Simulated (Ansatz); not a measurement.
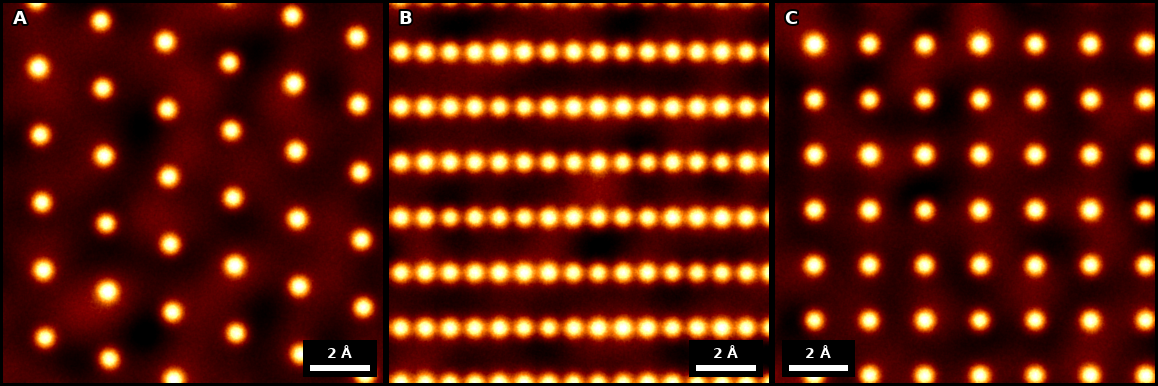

Three views of Rh (Fm-3m, No. 225) along different zone axes. Simulated incoherent Z contrast: every atom adds Z^1.7 spread by a probe of 0.54 Å full width; channelling and multiple scattering are left out. The probe carries 25 % of its weight in a tail 2.5 times as wide. Shot noise and the speckle of an amorphous layer were added. Structure used: the geometry given to an electronic-structure calculation, possibly off equilibrium.

```yaml
crystal:
  lattice:
    - [3.77984, 0.00000, 0.00000]
    - [0.00000, 3.77984, 0.00000]
    - [0.00000, 0.00000, 3.77984]
  atoms:
    - { symbol: Rh, position: [0.00000, 0.00000, 0.00000] }
    - { symbol: Rh, position: [0.00000, 0.50000, 0.50000] }
    - { symbol: Rh, position: [0.50000, 0.00000, 0.50000] }
    - { symbol: Rh, position: [0.50000, 0.50000, 0.00000] }
```

### Match the panels to the zone axes [001], [110] and [210].

A is [110]: projected cell 2.31 × 2.31 Å, 109°, plane group c2mm. B is [210]: projected cell 0.85 × 1.89 Å, 90°, plane group p2mm. C is [001]: projected cell 1.89 × 1.89 Å, 90°, plane group p4mm.
